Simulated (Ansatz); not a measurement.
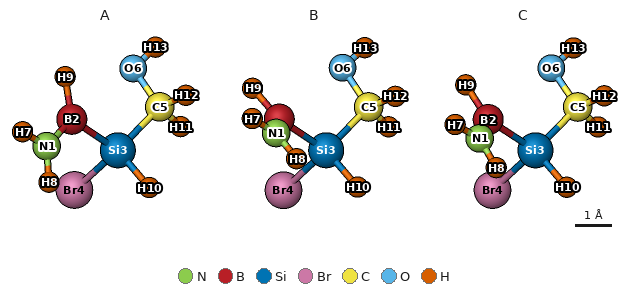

3 geometries from a converged minimum-energy path of CH$_{7}$BBrNOSi, shuffled. Style: ball-and-stick. Shown at a tilt.

The calculation used Ansatz, RKS revPBE/def2-SVP. Run with 9 movable images; climbing image; force threshold 0.05 eV/Å; iteration limit 49; starting path by image-dependent pair potential.

Which of them lies highest in energy?

Answer. A. In order along the path, whose images run from 0 to 10: A (image 6, +0.129 eV), C (image 9, +0.115 eV), B (image 10, +0.113 eV). The motion is an umbrella inversion at N1. No bond forms or breaks between the ends. Bond angles that change up to the highest image, for instance: B2–Si3–C5 112.0° → 114.2°.
